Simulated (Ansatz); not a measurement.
**Strength of the Te–H bond: TeH(CF3) → CTeF3 + H**

Species: TeH(CF3), singlet; CTeF3 `FC(F)(F)[Te]`, doublet; H atom, doublet. 

Shapes, held fixed at every level: PBE0-D4/def2-TZVP. Programs: Ansatz 0.2.0. The zero-point and thermal change to 298 K, harmonic and unscaled (PBE0-D4/def2-TZVP), is -13.9 kJ/mol.

| level | kind | ΔH(298 K) (kJ/mol) | less CCSD(T)/def2-TZVPP | CPU time (sum over the molecules) |
| --- | --- | --- | --- | --- |
| HF/def2-SVP | Hartree–Fock | +193.5 | -102.0 | – |
| HF/def2-TZVPP | Hartree–Fock | +196.1 | -99.4 | – |
| PBE-D4/def2-TZVPP | GGA | +292.1 | -3.4 | 16 s |
| B3LYP-D4/def2-TZVPP | global hybrid | +295.4 | -0.1 | 32 s |
| wB97M-V/def2-TZVPP | range-separated hybrid | +292.4 | -3.1 | 98 s |
| wB97X-V/def2-TZVPP | range-separated hybrid | +296.4 | +0.9 | 63 s |
| CCSD(T)/def2-SVP | coupled cluster or CI | +277.0 | -18.5 | 27 s |
| CCSD(T)/def2-TZVPP | coupled cluster or CI | +295.5 | 0.0 | 8.4 min |

The highest level, CCSD(T)/def2-TZVPP, gives ΔH(298 K) = +295.5 kJ/mol; the levels span +193.5 to +296.4. The column of differences is taken from that level and isn't an error. Hartree–Fock misses the correlation of the pair that is broken and comes out low. No measured value is set beside it here. Open shells run unrestricted. For atoms past krypton def2 sets carry core potentials with scalar relativity. Outer-core shells of Te are correlated, in sets that cover them unevenly. Times are processor times on shared x86 and Arm servers, and rough.

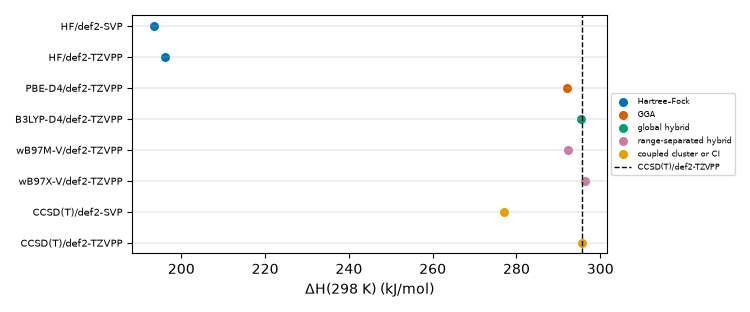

The values of the table, level by level.
